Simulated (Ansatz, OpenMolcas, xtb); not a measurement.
## A ladder of methods for AlSiNH8 (SMILES [AlH3-][NH2+][SiH3])

The species is AlSiNH8 (11 atoms), meant as a singlet with charge 0. SMILES: `[AlH3-][NH2+][SiH3]`. Geometry: relaxed at PBE0-D4/def2-TZVP.

Each level gives the HOMO–LUMO gap (eV). The values are calculated.

```csv
level,kind,program,value (eV),CPU time
GFN0-xTB,semi-empirical,xtb,6.20,under 2 s
HF/def2-SVP,Hartree–Fock,Ansatz,13.40,2.5 s
SVWN5/def2-SVP,LDA,Ansatz,4.75,4.8 s
revPBE/def2-SVP,GGA,Ansatz,5.05,6.8 s
r2SCAN/def2-SVP,meta-GGA,Ansatz,5.66,13 s
M06-2X/def2-SVP,hybrid meta-GGA,OpenMolcas,9.00,47 s
wB97M-V/def2-SVP,range-separated hybrid,Ansatz,11.02,71 s
B2PLYP/def2-SVP,double hybrid,OpenMolcas,9.42,22 s
PBE-QIDH/def2-SVP,double hybrid,Ansatz,10.85,9.6 s
```

The values span 4.75 to 13.40 eV. Orbital gaps aren't excitation energies, and those of double hybrids come from the SCF part alone; they tend to grow with the share of exact exchange. Times are those of the runs behind each value, whatever else they computed, on shared processors of several kinds: orders of magnitude only.

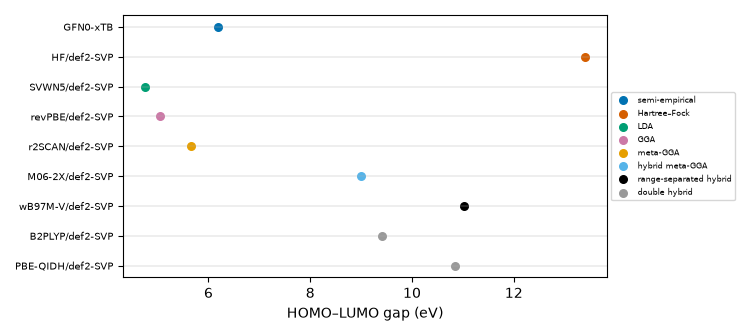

The values of the table, level by level.
